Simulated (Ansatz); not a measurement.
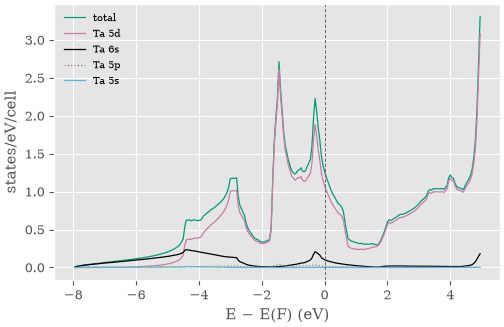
Fig. 1. Total and projected density of states of Ta (bcc (W type), space group No. 229), PBEsol (plane waves, PAW; program Ansatz)

**Question.** Which orbitals carry the states next to the Fermi level?

**Answer.** Within 0.5 eV of the Fermi level: Ta 5d 85 %, Ta 6s 8 %, outside the projected shells 5 %. Projections are on Löwdin-orthogonalised atomic valence shells; empty p or d shells of many metals are not among them.

**Question.** Where is the tallest occupied peak in this window, and what makes it?

**Answer.** Near -1.4 eV, about 2.7 states/eV per cell; the largest projected share is Ta 5d.

Space group Im-3m (bcc (W type)). Symmetry was held in the PBEsol relaxation. The run is not spin-polarised. Scalar-relativistic: spin–orbit coupling is off unless named, which matters more the heavier the elements.

Potentials: the later of the program's two PAW sets.
